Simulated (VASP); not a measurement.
# A VASP study of Si2W (PBE + D3(BJ)): structure first, properties next, part 5 of 5

Wanted: the relaxed cell of Si2W and its properties. The start is a cell from a database of measured crystal structures.

VASP 6.6.1, plane waves and PAW; the level of theory is named at each step.

So far. Step 14 (Volume scan with PBE + D3(BJ) (run 7)): The pressure falls from -8.79 to -12.52 GPa. The parabola predicted -12.41 GPa, +0.11 GPa off. Step 16 (Fit for PBE + D3(BJ)): The fitted volume lies +0.03 % from the relaxed one. The atoms bear forces along the scan, since they were held; freeing them would lower the modulus. The relaxed cell has a = 3.191, c = 7.789 Å (conventional setting).

**17. Vibrations at Γ (PBE + D3(BJ))**

This step: PBE with D3(BJ); plane waves and PAW (Si, W) (VASP 6.6.1).

Zone-centre modes test whether the atoms sit at a minimum within this cell. IBRION = 6 takes the force constants from differences of forces between displaced cells, so the forces must be tight.

Input file INCAR:

```
SYSTEM = Si2W
PREC = Accurate
ENCUT = 400
EDIFF = 1E-08
NELM = 100
ISMEAR = 1
SIGMA = 0.2
LREAL = .FALSE.
ALGO = Normal
GGA = PE
IVDW = 12
NBANDS = 13
LASPH = .TRUE.
LORBIT = 11
LWAVE = .FALSE.
LCHARG = .FALSE.
KPAR = 2
IBRION = 6
NFREE = 2
POTIM = 0.015
ISIF = 2
NSW = 1
```

Input file POSCAR:

```
Si2W
1.0
   -1.5957015018      1.5957015018      3.8947253072
    1.5957015018     -1.5957015018      3.8947253072
    1.5957015018      1.5957015018     -3.8947253072
Si W
2 1
Direct
    0.3343069257      0.3343069257      0.0000000000
    0.6656930743      0.6656930743      0.0000000000
    0.0000000000      0.0000000000      0.0000000000
```

Input file KPOINTS:

```
Automatic mesh
0
Gamma
17 17 17
0 0 0
```

Potentials, in the order of the species: Si and W (PBE family, release 64).

On the command line:

```console
$ mpirun -np 2 vasp_std
```

Log:

```text
[... set-up lines as in an earlier step ...]
 entering main loop
       N       E                     dE             d eps       ncg     rms          rms(c)
DAV:   1     0.182434138527E+02    0.18243E+02   -0.51395E+03 11042   0.752E+02
DAV:   2    -0.239929328317E+02   -0.42236E+02   -0.38576E+02 13472   0.163E+02
DAV:   3    -0.257208396214E+02   -0.17279E+01   -0.16862E+01 14225   0.274E+01
DAV:   4    -0.257419075756E+02   -0.21068E-01   -0.21046E-01 12581   0.354E+00
DAV:   5    -0.257422374726E+02   -0.32990E-03   -0.32983E-03 15003   0.363E-01    0.268E+01
DAV:   6    -0.249946789029E+02    0.74756E+00   -0.21717E+00 15549   0.926E+00    0.112E+01
DAV:   7    -0.248863788180E+02    0.10830E+00   -0.19291E-01 11974   0.296E+00    0.555E+00
DAV:   8    -0.248638929385E+02    0.22486E-01   -0.34752E-02 13759   0.135E+00    0.532E-01
DAV:   9    -0.248636398795E+02    0.25306E-03   -0.18700E-03 12751   0.297E-01    0.277E-01
DAV:  10    -0.248636330459E+02    0.68336E-05   -0.31776E-04 13353   0.111E-01    0.580E-02
DAV:  11    -0.248636180613E+02    0.14985E-04   -0.42523E-05 13176   0.476E-02    0.218E-02
DAV:  12    -0.248636182561E+02   -0.19478E-06   -0.15196E-06 13084   0.945E-03    0.941E-03
DAV:  13    -0.248636181482E+02    0.10787E-06   -0.11726E-07 13144   0.235E-03    0.137E-03
DAV:  14    -0.248636181223E+02    0.25966E-07   -0.66338E-09  8179   0.620E-04    0.327E-04
DAV:  15    -0.248636181337E+02   -0.11426E-07   -0.72200E-10  6805   0.273E-04    0.155E-04
DAV:  16    -0.248636181447E+02   -0.11031E-07   -0.10807E-10  6530   0.857E-05    0.937E-05
DAV:  17    -0.248636181424E+02    0.22951E-08   -0.28258E-11  6270   0.514E-05
   1 F= -.26614840E+02 E0= -.26615208E+02  d E =0.110343E-02
 Found     4 degrees of freedom:
 Finite differences POTIM= 0.01500 DOF=   4
 bond charge predicted
       N       E                     dE             d eps       ncg     rms          rms(c)
DAV:   1    -0.248625234282E+02    0.10947E-02   -0.51536E-02 34200   0.143E+00    0.667E-02
DAV:   2    -0.248625900141E+02   -0.66586E-04   -0.13868E-03 45797   0.325E-01    0.450E-02
DAV:   3    -0.248625700040E+02    0.20010E-04   -0.49628E-05 40030   0.482E-02    0.169E-02
DAV:   4    -0.248625706067E+02   -0.60265E-06   -0.67500E-06 46113   0.164E-02    0.637E-03
DAV:   5    -0.248625706679E+02   -0.61188E-07   -0.34986E-07 37427   0.411E-03    0.775E-04
DAV:   6    -0.248625706686E+02   -0.70804E-09   -0.93325E-09 33562   0.745E-04
   2 F= -.26613795E+02 E0= -.26614162E+02  d E =0.110163E-02
[...]
3 F= -.26613795E+02 E0= -.26614162E+02  d E =0.110163E-02
[...]
4 F= -.26612658E+02 E0= -.26612979E+02  d E =0.960958E-03
[...]
5 F= -.26613652E+02 E0= -.26614066E+02  d E =0.124022E-02
[...]
6 F= -.26613520E+02 E0= -.26613886E+02  d E =0.109826E-02
[...]
7 F= -.26613520E+02 E0= -.26613886E+02  d E =0.109828E-02
[...]
8 F= -.26613033E+02 E0= -.26613401E+02  d E =0.110231E-02
 Finite differences progress:
  Degree of freedom:   4/  4
  Displacement:        1/  2
  Total:               7/  8
 bond charge predicted
       N       E                     dE             d eps       ncg     rms          rms(c)
DAV:   1    -0.248628247208E+02   -0.10139E-02   -0.24155E+00 10530   0.868E+00    0.281E-01
DAV:   2    -0.248625349811E+02    0.28974E-03   -0.18645E-02 14100   0.996E-01    0.155E-01
DAV:   3    -0.248619327527E+02    0.60223E-03   -0.73280E-04 12814   0.182E-01    0.641E-02
DAV:   4    -0.248618126875E+02    0.12007E-03   -0.17277E-04 13702   0.847E-02    0.189E-02
DAV:   5    -0.248618108598E+02    0.18277E-05   -0.51499E-06 13949   0.159E-02    0.998E-03
DAV:   6    -0.248618107841E+02    0.75715E-07   -0.28212E-07 13624   0.339E-03    0.265E-03
DAV:   7    -0.248618107729E+02    0.11210E-07   -0.40435E-08 12152   0.141E-03    0.553E-04
DAV:   8    -0.248618107712E+02    0.16241E-08   -0.27560E-09  7035   0.359E-04
   9 F= -.26613033E+02 E0= -.26613401E+02  d E =0.110231E-02
 Finite differences progress:
  Degree of freedom:   4/  4
  Displacement:        2/  2
  Total:               8/  8
```

Wall time 12 min (2 MPI ranks of Intel Xeon Platinum 8488C (Sapphire Rapids), shared host); peak memory 1.6 GiB; 23 min of CPU time.

OUTCAR, selected parts (step 17):

```text
   k-points           NKPTS =    405   k-points in BZ     NKDIM =    405   number of bands    NBANDS=     13

   NELECT =      14.0000    total number of electrons

 Edisp (eV)   -1.75122

 E-fermi :  10.7946

 k-point     1 :       0.0000    0.0000    0.0000
  band No.  band energies     occupation
    ...
      2       3.8216      2.00000
      3       7.0434      2.00000
      4       7.3784      2.00000
      5       7.8951      2.00000
      6       7.8951      2.00000
      7      11.4215     -0.00009
      8      13.6774     -0.00000
      9      13.6918     -0.00000
     10      13.9887     -0.00000
     11      13.9887     -0.00000
    ...

 Edisp (eV)   -1.75122

  Total      -0.02874    -0.02874     0.05312     0.00000    -0.00000     0.00000
  in kB      -1.16062    -1.16062     2.14535     0.00000    -0.00000     0.00000
  external pressure =       -0.06 kB  Pullay stress =        0.00 kB

 POSITION                                       TOTAL-FORCE (eV/Angst)
 -----------------------------------------------------------------------------------
      0.00000      0.00000      2.60407        -0.000000     -0.000000     -0.152556
      0.00000      0.00000      5.18538         0.000000      0.000000     -0.088449
      0.00000      0.00000     -0.01500        -0.000000     -0.000000      0.241005
 -----------------------------------------------------------------------------------
    total drift:                                0.000000      0.000000     -0.000025

  FREE ENERGIE OF THE ION-ELECTRON SYSTEM (eV)
  ---------------------------------------------------
  free  energy   TOTEN  =       -26.6130331114 eV

  energy  without entropy=      -26.6141354214  energy(sigma->0) =      -26.61340055

 Eigenvectors and eigenvalues of the dynamical matrix
 ----------------------------------------------------

   1 f  =   13.814436 THz    86.798658 2PiTHz  460.799968 cm-1    57.131889 meV
             X         Y         Z           dx          dy          dz
      0.000000  0.000000  2.604067    -0.000000   -0.000000   -0.707107
      0.000000  0.000000  5.185383    -0.000000    0.000000    0.707107
      0.000000  0.000000  0.000000     0.000000    0.000000    0.000000

   2 f  =   10.518809 THz    66.091628 2PiTHz  350.869711 cm-1    43.502280 meV
             X         Y         Z           dx          dy          dz
      0.000000  0.000000  2.604067     0.707107    0.000000   -0.000000
      0.000000  0.000000  5.185383    -0.707107   -0.000000    0.000000
      0.000000  0.000000  0.000000     0.000000   -0.000000    0.000000

   3 f  =   10.518809 THz    66.091628 2PiTHz  350.869711 cm-1    43.502280 meV
             X         Y         Z           dx          dy          dz
      0.000000  0.000000  2.604067    -0.000000    0.707107   -0.000000
      0.000000  0.000000  5.185383     0.000000   -0.707107    0.000000
      0.000000  0.000000  0.000000    -0.000000   -0.000000    0.000000

   4 f  =    9.553257 THz    60.024886 2PiTHz  318.662365 cm-1    39.509080 meV
             X         Y         Z           dx          dy          dz
      0.000000  0.000000  2.604067    -0.000000   -0.000000   -0.618854
      0.000000  0.000000  5.185383    -0.000000   -0.000000   -0.618854
      0.000000  0.000000  0.000000     0.000000   -0.000000    0.483776

   5 f  =    8.163899 THz    51.295289 2PiTHz  272.318352 cm-1    33.763157 meV
             X         Y         Z           dx          dy          dz
      0.000000  0.000000  2.604067     0.618844    0.000000    0.000000
      0.000000  0.000000  5.185383     0.618844    0.000000    0.000000
      0.000000  0.000000  0.000000    -0.483801    0.000000    0.000000

   6 f  =    8.163899 THz    51.295289 2PiTHz  272.318352 cm-1    33.763157 meV
             X         Y         Z           dx          dy          dz
      0.000000  0.000000  2.604067     0.000000   -0.618844   -0.000000
      0.000000  0.000000  5.185383     0.000000   -0.618844   -0.000000
      0.000000  0.000000  0.000000     0.000000    0.483801    0.000000

   7 f/i=    0.000194 THz     0.001221 2PiTHz    0.006480 cm-1     0.000803 meV
             X         Y         Z           dx          dy          dz
      0.000000  0.000000  2.604067    -0.000000    0.000000    0.342081
      0.000000  0.000000  5.185383    -0.000000    0.000000    0.342081
      0.000000  0.000000  0.000000    -0.000000    0.000000    0.875192

   8 f/i=    0.000400 THz     0.002512 2PiTHz    0.013335 cm-1     0.001653 meV
             X         Y         Z           dx          dy          dz
      0.000000  0.000000  2.604067    -0.039125    0.339854   -0.000000
      0.000000  0.000000  5.185383    -0.039125    0.339854   -0.000000
      0.000000  0.000000  0.000000    -0.100092    0.869435   -0.000000

   9 f/i=    0.000400 THz     0.002512 2PiTHz    0.013335 cm-1     0.001653 meV
             X         Y         Z           dx          dy          dz
      0.000000  0.000000  2.604067    -0.339854   -0.039125    0.000000
      0.000000  0.000000  5.185383    -0.339854   -0.039125    0.000000
      0.000000  0.000000  0.000000    -0.869435   -0.100092    0.000000

 ELASTIC MODULI CONTR FROM IONIC RELAXATION (kBar)
 Direction    XX          YY          ZZ          XY          YZ          ZX
 --------------------------------------------------------------------------------
 XX         -31.8578    -31.8578    -29.3785      0.0000     -0.0000      0.0000
 YY         -31.8578    -31.8578    -29.3785      0.0000     -0.0000      0.0000
 ZZ         -29.3785    -29.3785    -27.0921      0.0000     -0.0000      0.0000
 XY           0.0000      0.0000      0.0000      0.0000      0.0000      0.0000
 YZ          -0.0000     -0.0000     -0.0000      0.0000    -25.4912     -0.0000
 ZX           0.0000      0.0000      0.0000      0.0000      0.0000    -25.4910
 --------------------------------------------------------------------------------

[... 7 parts as in an earlier step ...]

[... 9 further parts left out ...]
```

CONTCAR:

```
Si2W
   1.00000000000000
    -1.5957015018000000    1.5957015018000000    3.8947253071999999
     1.5957015018000000   -1.5957015018000000    3.8947253071999999
     1.5957015018000000    1.5957015018000000   -3.8947253071999999
  Si              W
     2     1
Direct
     0.3343069256999982    0.3343069256999982    0.0000000000000000
     0.6656930743000018    0.6656930743000018    0.0000000000000000
    -0.0019256813788986   -0.0019256813788986    0.0000000000000000
```

The last energy, forces, stress and levels in OUTCAR belong to the last displaced cell, not to the cell of POSCAR.

This step gave:

```
irreducible k-points      : 405
pressure of the cell      : -0.03133 GPa
largest force of the cell : 0.03326 eV/Å
```

The modes at Γ (shares of kinetic energy by element, %):

```csv
mode,frequency (cm⁻¹),symmetry,Si %,W %
1,0.0,acoustic,23,77
2,0.0,acoustic,23,77
3,0.0,acoustic,23,77
4,272.3,Eu,77,23
5,272.3,Eu,77,23
6,318.7,A2u,77,23
7,350.9,Eg,100,0
8,350.9,Eg,100,0
9,460.8,A1g,100,0
```

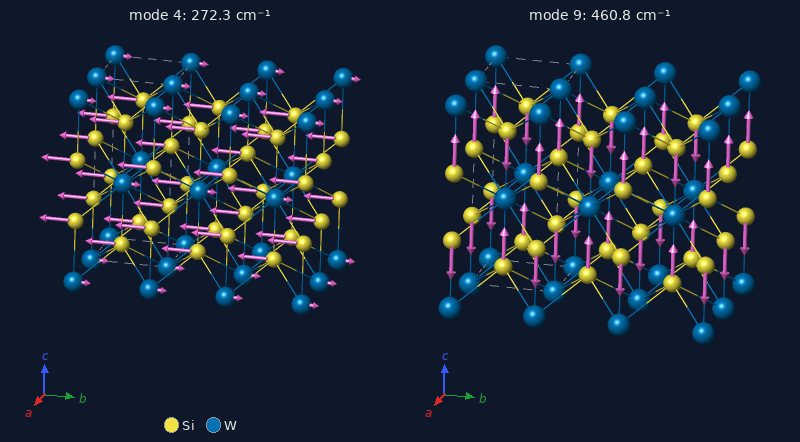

Displacement patterns of modes 4 and 9 at Γ; arrows are exaggerated. 2×3×1 conventional cells are drawn. Some periodic images of atoms are drawn too.

The three acoustic modes come out at zero, and all others are real. By the characters of their eigenvectors the optical modes sort into (cm⁻¹) Raman active: Eg 351, A1g 461; infrared active: Eu 272, A2u 319. With a centre of inversion no mode is active in both.

**18. Results**

```yaml
relaxed_volume: 13.22 Å³/atom
relaxed_conventional_cell_a_b_c: 3.191, 3.191, 7.789 Å
space_group_after_relaxing_within_0p02_a: I4/mmm (No. 139)
band_gap: none, a metal
dos_at_the_fermi_level: 0.213 states/eV/cell
band_gap_pbe_d3_bj_soc: none, a metal
bulk_modulus_from_the_fit: 244 GPa
volume_from_the_fit: 13.2 Å³/atom
highest_zone_centre_mode: 461 cm⁻¹
```

**Reading.** With PBE + D3(BJ), Si2W relaxes to 13.22 Å³/atom in space group I4/mmm (held by the symmetry of the run), comes out as a metal and has a bulk modulus of 244 GPa at fixed shape and positions, an upper bound. Against the listed cell the volume lies -1.9 % (a -0.7 %, c -0.5 %). Band structure (PBE + D3(BJ)): Of the bands kept, 2 cross the Fermi level on this path. Band structure (PBE + D3(BJ) + SOC): Of the bands kept, 4 cross the Fermi level on this path (spinor bands, one electron each). Vibrations at Γ (PBE + D3(BJ)): The highest mode at Γ, 460.8 cm⁻¹, is mostly motion of Si (100 % of the kinetic energy). Modes at Γ alone can't show that the crystal is stable at other wave vectors. No search among competing phases was made, and a listed structure need not be the one stable at ambient conditions. All values are for a static lattice at zero temperature.

[Lines on the potential files, build, host, timing and source positions are cut from VASP's logs without a mark.]

[Logs are printed without paths, hosts, clocks, repeated set-up lines and the standing remarks that a program may print on its own settings, such as how far it seeks lower states.]

[Hosts, paths, dates, database ids (printed as entryN), source tags and the programs' standing remarks are cut or masked in the printed files.]

[Measured values are set beside computed ones only where the two were judged alike; some that the calculation misses by far are left out.]
